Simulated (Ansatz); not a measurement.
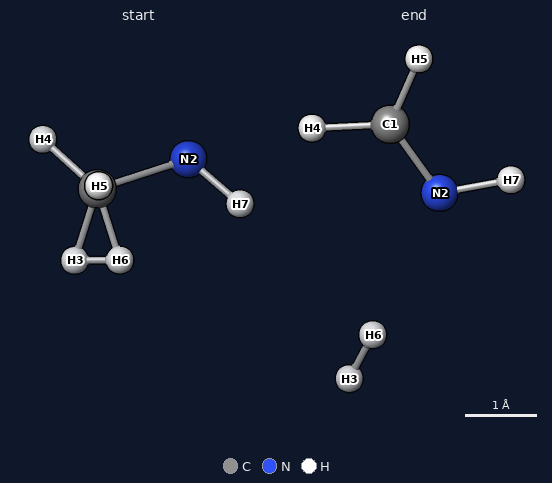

The structure of CH5N before (left) and after (right) a relaxation, at one scale.

The picture is a ball-and-stick view, seen at a tilt.

It is one of the separated reactants of a reaction.

The calculation used RKS PBE-D4/def2-SVP (Ansatz). Set-up: force threshold 0.03 eV/Å; at most 250 steps.

Question: Describe what moved and what it gained.

Answer: H3 moves most after the best rigid fit: 1.97 Å. Largest moves by element: H 1.97 Å, C 1.05 Å, N 0.80 Å. Near-neighbour distances that change, for instance: C1–H3 1.100 → 4.062 Å, C1–H6 1.060 → 3.331 Å, C1–N2 1.453 → 1.276 Å, H3–H6 0.675 → 0.774 Å. Bonds break: C1–H3 (1.10 → 4.06 Å), C1–H6 (1.06 → 3.33 Å). Bond angles that change, for instance: N2–C1–H5 109.4° → 125.6°, N2–C1–H4 109.4° → 118.8°, H4–C1–H5 106.9° → 115.6°. The energy falls by 580.1 kJ/mol in 33 accepted moves (40 points after the start). Largest force component: 9.7 eV/Å at the start, 0.021 eV/Å at the end. The line search rejected the trial steps at points 10, 15, 19, 25, 26, 30, 33 of the run. The forces were under the threshold at step 34, but the run went on from there.
